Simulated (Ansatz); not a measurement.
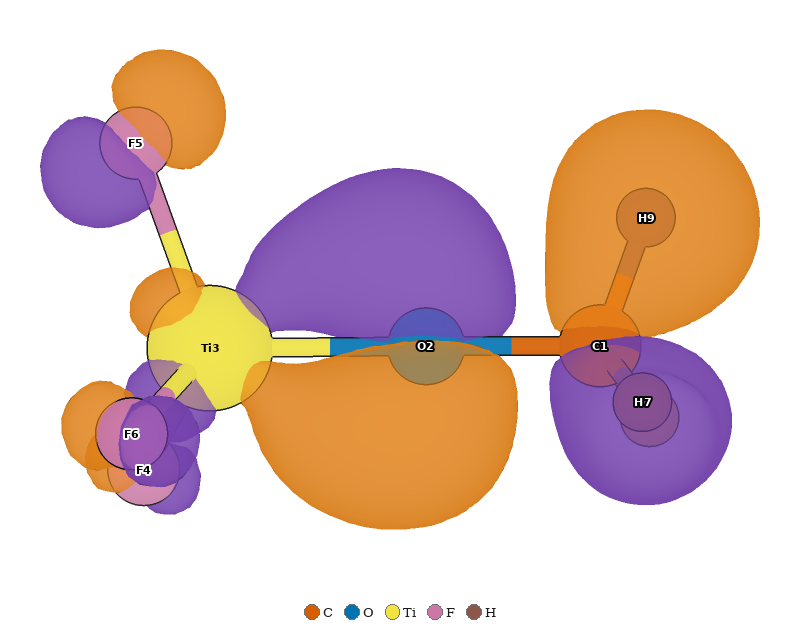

The picture shows: CH3F3OTi. The HOMO at ±0.1 Å⁻³ᐟ² (orange and purple are the two phases), seen at a tilt.

Geometry: PBE0-D4/def2-TZVP.

Theory: Ansatz, RKS PBE0-D4/def2-TZVPP.

```xyz
9

C     0.2736   -1.2649    0.9777
O     0.0514   -0.1778    0.1327
Ti   -0.2358    1.1726   -0.9177
F    -1.3176    0.6843   -2.2126
F     1.2891    1.7166   -1.5993
F    -0.9693    2.4790   -0.0007
H    -0.0929   -1.0327    1.9808
H    -0.2540   -2.1424    0.5957
H     1.3438   -1.4808    1.0263
```

Q: Where does this orbital lie, and at what energy?

A: Its weight (Hirshfeld) is mainly on O2 (about 50 %), C1 (about 15 %) and Ti3 (about 10 %). It is one of a degenerate set, so its orientation is arbitrary. Its energy is −9.54 eV.
